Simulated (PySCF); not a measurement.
**ErF3(NH3): forces at shaken geometries**

Aim: move all atoms of relaxed ErF3(NH3) at random and read energies and forces. The structure is generated, not taken from experiment.

The runs use PySCF 2.14.0; PBE, Er lcecp-1-SVP with ECP57, F def2-SVP, N def2-SVP, H def2-SVP; scalar-relativistic core potentials, no spin–orbit coupling.

5 further runs of the same task are left out: 2 for a known fault of the program, 3 that didn't finish.

## 1. Starting geometry

8 atoms, charge 0, spin multiplicity 1.

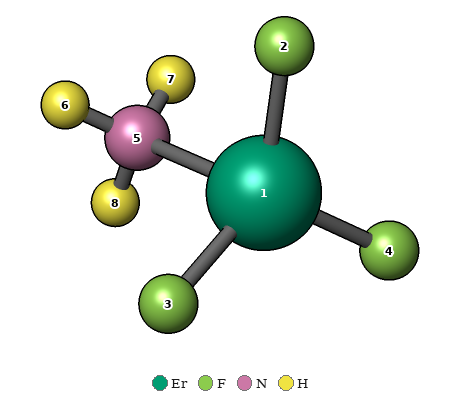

The structure; erbium teal, fluorine green, nitrogen pink, hydrogen yellow; atoms are numbered from 1 in the order of the file.

As a file:

```tsv
atom	x (Å)	y (Å)	z (Å)
Er1	0.0868	-0.0868	0.0868
F2	1.0896	1.3491	1.0896
F3	-1.3491	-1.0896	1.0896
F4	1.0896	-1.0896	-1.3491
N5	-1.3450	1.3450	-1.3450
H6	-1.9621	1.9621	-0.7960
H7	-0.7960	1.9621	-1.9621
H8	-1.9621	0.7960	-1.9621
```

Formal oxidation states: Er +3. Each metal's 11 4f electrons lie in its core potential, so multiplicities, spins and levels count the valence alone. An earlier session relaxed this geometry at PBE, Er lcecp-1-SVP with ECP57, F def2-SVP, N def2-SVP, H def2-SVP (singlet, point group C3v).

Its energy there is -394.017845 Eh.

## 2. Atoms moved at random, σ = 0.1 Å

File run.py (the lines that set the calculation):

```python
mol = gto.M(atom='''
Er     0.05942    -0.02544     0.22063
F      1.00976     1.28716     1.06843
F     -1.24391    -1.11779     1.00117
F      1.03853    -1.06838    -1.32606
N     -1.42341     1.39885    -1.11719
H     -2.02592     1.98713    -0.75496
H     -0.88609     1.96324    -2.11979
H     -1.67658     0.72342    -2.12043''',
    basis={'Er': 'lcecp-1-SVP', 'F': 'def2-SVP', 'N': 'def2-SVP', 'H': 'def2-SVP'},
    ecp={'Er': 'lcecp-1-SVP'},
    charge=0, spin=0)
mf = dft.RKS(mol, xc='PBE')
mf.grids.atom_grid = (50, 194)  # f atoms: unpruned, at least (60, 302)
mf = mf.density_fit()  # fitting sets: Er AutoAux, F def2-universal-JKFIT, N def2-universal-JKFIT, H def2-universal-JKFIT
mf.conv_tol = 1e-08; mf.max_cycle = 55
mf.kernel(dm0)  # dm0: the density of the relaxed state
```

The run is started by

```bash
> OMP_NUM_THREADS=2 python run.py
```

Standard output:

```text
init E= -393.809925325457
  HOMO = -0.313600853407695  LUMO = -0.20297797484259  gap/eV = 3.01020
cycle= 1 E= -393.869043144486  delta_E= -0.0591  |g|= 0.357  |ddm|= 0.748
  HOMO = -0.220554395202365  LUMO = -0.0537482930939284  gap/eV = 4.53903
cycle= 2 E= -393.784849400744  delta_E= 0.0842  |g|= 0.712  |ddm|= 0.911
  HOMO = -0.249357145515841  LUMO = -0.084583926641649  gap/eV = 4.48371
cycle= 3 E= -393.89843039206  delta_E= -0.114  |g|= 0.0947  |ddm|= 0.615
  HOMO = -0.248620770587176  LUMO = -0.0915170722677203  gap/eV = 4.27501
cycle= 4 E= -393.900761047391  delta_E= -0.00233  |g|= 0.0173  |ddm|= 0.101
  HOMO = -0.250093645620053  LUMO = -0.0921370992985153  gap/eV = 4.29822
cycle= 5 E= -393.900795217876  delta_E= -3.42e-05  |g|= 0.0116  |ddm|= 0.018
  HOMO = -0.24950684853741  LUMO = -0.092233633989359  gap/eV = 4.27962
cycle= 6 E= -393.900818365824  delta_E= -2.31e-05  |g|= 0.00163  |ddm|= 0.00888
  HOMO = -0.249654371800092  LUMO = -0.0922200716395594  gap/eV = 4.28401
cycle= 7 E= -393.900818844775  delta_E= -4.79e-07  |g|= 0.000693  |ddm|= 0.0019
  HOMO = -0.249568928953757  LUMO = -0.0922256290695458  gap/eV = 4.28153
cycle= 8 E= -393.900818934427  delta_E= -8.97e-08  |g|= 0.000187  |ddm|= 0.00061
  HOMO = -0.249591827646306  LUMO = -0.0922246174136099  gap/eV = 4.28218
cycle= 9 E= -393.90081894039  delta_E= -5.96e-09  |g|= 2.58e-05  |ddm|= 0.000141
  HOMO = -0.249590802175637  LUMO = -0.0922262407094934  gap/eV = 4.28211
Extra cycle  E= -393.900818940046  delta_E= 3.44e-10  |g|= 4.92e-05  |ddm|= 5.48e-05
converged SCF energy = -393.900818940046
```

It took 4.5 s on 2 threads of Arm Neoverse V2, shared host.

Result: E = -393.900819 Eh (+3.184 eV from the relaxed state), HOMO -6.79 eV, LUMO -2.51 eV, Mulliken charge on Er1 +0.83 e, largest force component 10.446 eV/Å. 

```tsv
atom	Fx	Fy	Fz (eV/Å)
Er1	0.522	-2.470	-5.754
F2	2.957	4.113	3.037
F3	-2.915	-2.241	2.136
F4	-0.454	0.622	0.702
N5	7.245	-5.197	-10.446
H6	-5.347	4.249	1.788
H7	-1.158	-0.700	4.307
H8	-0.850	1.626	4.230
```

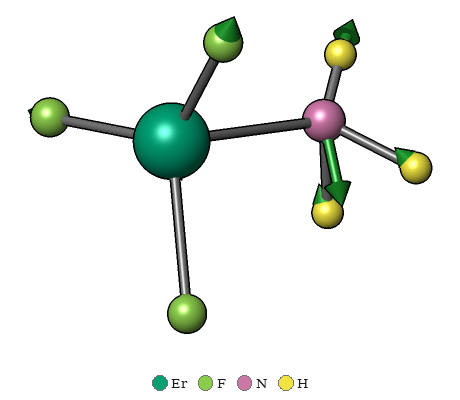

Forces as arrows, the longest for the largest force.

## 3. Atoms moved at random, σ = 0.03 Å

File run.py (the lines that set the calculation):

```python
mol = gto.M(atom='''
Er     0.09256    -0.12605     0.09647
F      1.08117     1.33161     1.08938
F     -1.38245    -1.07422     1.04505
F      1.13141    -1.05387    -1.38262
N     -1.33280     1.32939    -1.34286
H     -1.95063     1.98632    -0.79204
H     -0.78770     1.95541    -1.92373
H     -1.99976     0.79961    -1.93785''',
    basis={'Er': 'lcecp-1-SVP', 'F': 'def2-SVP', 'N': 'def2-SVP', 'H': 'def2-SVP'},
    ecp={'Er': 'lcecp-1-SVP'},
    charge=0, spin=0)
mf = dft.RKS(mol, xc='PBE')
mf.grids.atom_grid = (50, 194)  # f atoms: unpruned, at least (60, 302)
mf = mf.density_fit()  # fitting sets: Er AutoAux, F def2-universal-JKFIT, N def2-universal-JKFIT, H def2-universal-JKFIT
mf.conv_tol = 1e-08; mf.max_cycle = 55
mf.kernel(dm0)  # dm0: the density of the relaxed state
```

The run is started by

```bash
> OMP_NUM_THREADS=2 python run.py
```

Standard output:

```text
init E= -394.009337717832
  HOMO = -0.278810905476741  LUMO = -0.0604858994006143  gap/eV = 5.94093
cycle= 1 E= -394.016037268244  delta_E= -0.0067  |g|= 0.0247  |ddm|= 0.154
  HOMO = -0.272759595590453  LUMO = -0.0577965366285547  gap/eV = 5.84944
cycle= 2 E= -394.015813600917  delta_E= 0.000224  |g|= 0.0437  |ddm|= 0.0512
  HOMO = -0.276534076939503  LUMO = -0.0580653608650223  gap/eV = 5.94484
cycle= 3 E= -394.01615302525  delta_E= -0.000339  |g|= 0.0104  |ddm|= 0.0351
  HOMO = -0.276015192145597  LUMO = -0.0581729035918315  gap/eV = 5.92779
cycle= 4 E= -394.016171591007  delta_E= -1.86e-05  |g|= 0.00207  |ddm|= 0.00798
  HOMO = -0.276121176440272  LUMO = -0.0581302428210044  gap/eV = 5.93184
cycle= 5 E= -394.016172368677  delta_E= -7.78e-07  |g|= 0.000665  |ddm|= 0.00183
  HOMO = -0.276113406972142  LUMO = -0.0581516415156571  gap/eV = 5.93104
cycle= 6 E= -394.016172464487  delta_E= -9.58e-08  |g|= 0.000135  |ddm|= 0.000576
  HOMO = -0.276124162639899  LUMO = -0.0581519875181264  gap/eV = 5.93132
cycle= 7 E= -394.01617246708  delta_E= -2.59e-09  |g|= 7.37e-05  |ddm|= 0.000142
  HOMO = -0.276114563979466  LUMO = -0.0581515178139576  gap/eV = 5.93108
Extra cycle  E= -394.016172462654  delta_E= 4.43e-09  |g|= 0.000174  |ddm|= 0.000165
converged SCF energy = -394.016172462654
```

Run time: 4 s. Hardware: 2 threads of Arm Neoverse V2, shared host.

It gives: E = -394.016172 Eh (+0.046 eV from the relaxed state), HOMO -7.51 eV, LUMO -1.58 eV, Mulliken charge on Er1 +0.91 e, largest force component 1.270 eV/Å. 

```tsv
atom	Fx	Fy	Fz (eV/Å)
Er1	0.483	0.333	-0.454
F2	-0.059	-0.056	0.001
F3	-0.364	-0.277	0.238
F4	-0.136	0.054	0.159
N5	-1.270	0.138	1.075
H6	0.548	-0.662	-0.308
H7	0.414	0.274	-0.698
H8	0.384	0.195	-0.013
```

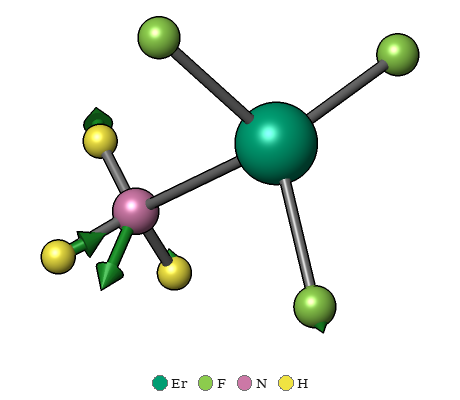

Forces as arrows, the longest for the largest force.

## 4. Atoms moved at random, σ = 0.03 Å

File run.py (the lines that set the calculation):

```python
mol = gto.M(atom='''
Er     0.09743    -0.07019     0.09583
F      1.08978     1.33719     1.06374
F     -1.33380    -1.07831     1.09318
F      1.14076    -1.10442    -1.34772
N     -1.29930     1.36635    -1.27550
H     -1.97947     1.95125    -0.77167
H     -0.83372     1.94744    -1.98464
H     -2.02989     0.79890    -2.02142''',
    basis={'Er': 'lcecp-1-SVP', 'F': 'def2-SVP', 'N': 'def2-SVP', 'H': 'def2-SVP'},
    ecp={'Er': 'lcecp-1-SVP'},
    charge=0, spin=0)
mf = dft.RKS(mol, xc='PBE')
mf.grids.atom_grid = (50, 194)  # f atoms: unpruned, at least (60, 302)
mf = mf.density_fit()  # fitting sets: Er AutoAux, F def2-universal-JKFIT, N def2-universal-JKFIT, H def2-universal-JKFIT
mf.conv_tol = 1e-08; mf.max_cycle = 55
mf.kernel(dm0)  # dm0: the density of the relaxed state
```

The run is started by

```bash
> OMP_NUM_THREADS=2 python run.py
```

Standard output:

```text
init E= -393.949271550109
  HOMO = -0.288522564470884  LUMO = -0.100799681699229  gap/eV = 5.10820
cycle= 1 E= -393.998138616775  delta_E= -0.0489  |g|= 0.113  |ddm|= 0.245
  HOMO = -0.260721353881236  LUMO = -0.0620566536398393  gap/eV = 5.40594
cycle= 2 E= -393.992324021903  delta_E= 0.00581  |g|= 0.208  |ddm|= 0.266
  HOMO = -0.271407440748623  LUMO = -0.0691121377181823  gap/eV = 5.50474
cycle= 3 E= -394.001162211179  delta_E= -0.00884  |g|= 0.0351  |ddm|= 0.165
  HOMO = -0.269300839862131  LUMO = -0.0707752379770135  gap/eV = 5.40216
cycle= 4 E= -394.001375892431  delta_E= -0.000214  |g|= 0.0124  |ddm|= 0.0302
  HOMO = -0.270196672712423  LUMO = -0.0708187437848196  gap/eV = 5.42535
cycle= 5 E= -394.001404120099  delta_E= -2.82e-05  |g|= 0.00239  |ddm|= 0.00984
  HOMO = -0.270082439083736  LUMO = -0.0709893676020528  gap/eV = 5.41760
cycle= 6 E= -394.001405402245  delta_E= -1.28e-06  |g|= 0.000736  |ddm|= 0.00229
  HOMO = -0.270163314404448  LUMO = -0.0709891402900844  gap/eV = 5.41981
cycle= 7 E= -394.001405495709  delta_E= -9.35e-08  |g|= 0.000237  |ddm|= 0.000661
  HOMO = -0.27014758682117  LUMO = -0.0709876193600429  gap/eV = 5.41942
cycle= 8 E= -394.00140550544  delta_E= -9.73e-09  |g|= 3.36e-05  |ddm|= 0.000185
  HOMO = -0.270149550595741  LUMO = -0.0709876801071587  gap/eV = 5.41947
Extra cycle  E= -394.001405504584  delta_E= 8.56e-10  |g|= 7.78e-05  |ddm|= 8.11e-05
converged SCF energy = -394.001405504584
```

It took 4.2 s on 2 threads of Arm Neoverse V2, shared host.

It gives: E = -394.001406 Eh (+0.447 eV from the relaxed state), HOMO -7.35 eV, LUMO -1.93 eV, Mulliken charge on Er1 +0.91 e, largest force component 3.052 eV/Å. 

```tsv
atom	Fx	Fy	Fz (eV/Å)
Er1	0.150	-1.084	-0.842
F2	0.407	0.591	0.448
F3	-0.066	-0.012	0.079
F4	-0.348	0.358	0.454
N5	-2.844	-2.104	-3.052
H6	0.104	0.339	0.106
H7	0.282	0.468	0.224
H8	2.315	1.444	2.584
```

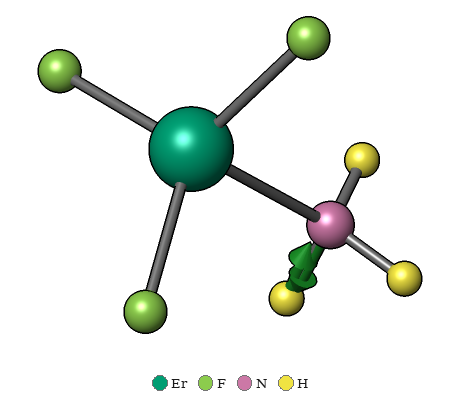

Forces as arrows, the longest for the largest force.

## 5. Results

| σ (Å) | energy rise (eV) | harmonic estimate −½ F·u (eV) | largest force component (eV/Å) |
| --- | --- | --- | --- |
| 0.1 | 3.184 | 3.092 | 10.45 |
| 0.03 | 0.046 | 0.045 | 1.27 |
| 0.03 | 0.447 | 0.392 | 3.05 |

Every displacement raises the energy. For a harmonic well the rise equals −½ F·u; the two differ by at most 12 % here (a move with σ = 0.03 Å), from anharmonicity, the grid and the small forces left at the relaxed point. The bases are small and lack diffuse functions. Spin–orbit coupling is left out.
